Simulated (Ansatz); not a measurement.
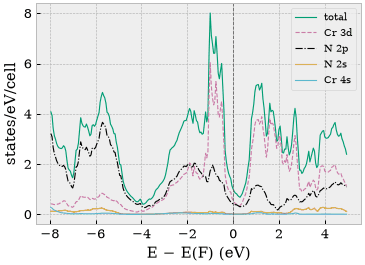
Figure. Total and projected density of states of CrN$_{2}$ in space group Pnnm (No. 58; Cr on 2a, N on 4g), plane-wave PAW PBEsol (Ansatz code)

### Question
Which orbitals carry the states next to the Fermi level?

### Answer
Within 0.5 eV of the Fermi level: Cr 3d 64 %, N 2p 33 %. Projections are on Löwdin-orthogonalised atomic valence shells; empty p or d shells of many metals are not among them.

### Question
Where is the tallest occupied peak in this window, and what makes it?

### Answer
Near -1.0 eV, about 8.0 states/eV per cell; the largest projected share is Cr 3d.

The first step of the workflow began from a Materials Project structure, measured or hypothetical; the Crystallography Open Database copy checked does not list it. Whether it is the stable phase at ambient conditions was not checked. Symmetry was held in the PBEsol relaxation; whether a distortion lowers the energy is not shown. The final state is ferromagnetic, chosen from 5 collinear starts compared on coarse meshes (ties went to the first, and starts can fall back to one state), not a proven ground state. No Hubbard U is applied.

Potentials: the later of the program's two PAW sets.
